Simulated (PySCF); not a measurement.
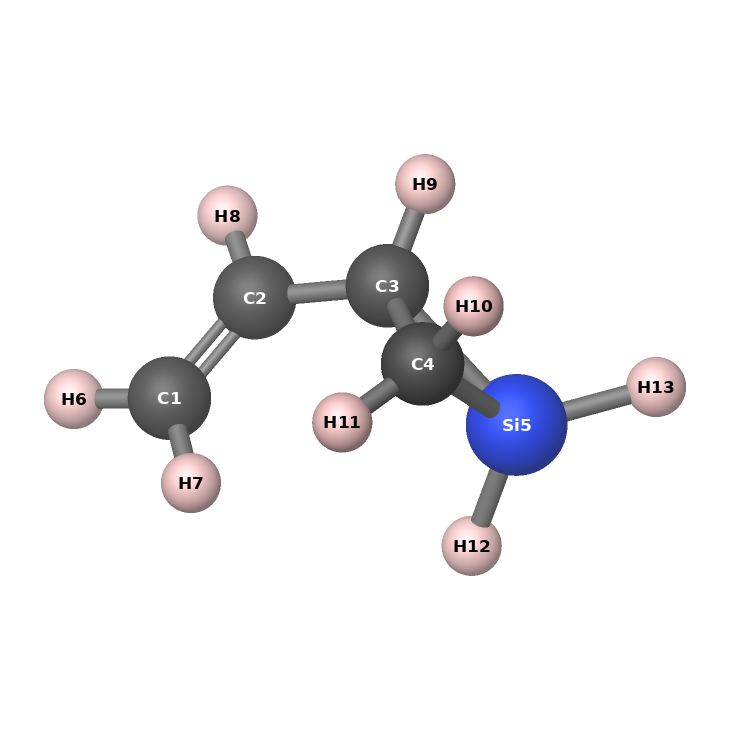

Computed geometry: GFN2-xTB optimisation. No frequency run is at hand to confirm it as a minimum. Properties computed with delta-SCF UKS SCAN, pcX-2 on the ionised atom, pcseg-1 elsewhere, spin-free X2C (PySCF 2.14.0).

Give the core-electron binding energies (to vacuum; p and d levels without spin–orbit splitting) of C1 1s, C2 1s, C3 1s, C4 1s, Si5 1s, Si5 2p.

```json
{"atom": "C1", "level": "1s", "binding energy (eV)": "289.4"}
{"atom": "C2", "level": "1s", "binding energy (eV)": "290.3"}
{"atom": "C3", "level": "1s", "binding energy (eV)": "290.1"}
{"atom": "C4", "level": "1s", "binding energy (eV)": "290.0"}
{"atom": "Si5", "level": "1s", "binding energy (eV)": "1846.2"}
{"atom": "Si5", "level": "2p", "binding energy (eV)": "106.7"}
```

The geometry is semi-empirical. Around Si such bond lengths and angles can be off by a tenth of an ångström or more and by several degrees, and values that hang on the shape move with them.
